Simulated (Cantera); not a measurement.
Feed: 1 mol H₂S, 0.96 mol H₂O, a varied amount of O₂, at 300 °C and 5.70 bar.

These are equilibrium values from Cantera (NASA tables, ideal gas, pure condensed phases), not measurements of a reactor. Candidate condensed phases: H₂O, H₂SO₄, S; 19 gas species. Gases not in the tables: S₃ to S₇. Equilibrium is a limit: real reactors are often held back by kinetics, nucleation or transport.

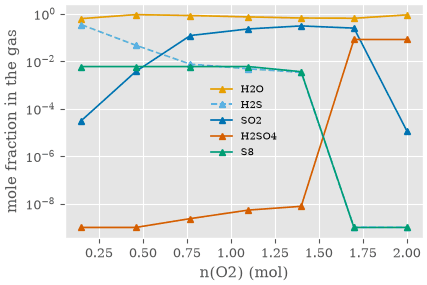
Equilibrium gas composition (values under 1e-9 drawn at 1e-9)

From 0.15 mol O₂ to 1.1 mol O₂ the condensed part is S(l). At 1.4 mol O₂ nothing is condensed. From 1.7 mol O₂ to 2 mol O₂ the condensed part is H₂SO₄(l).
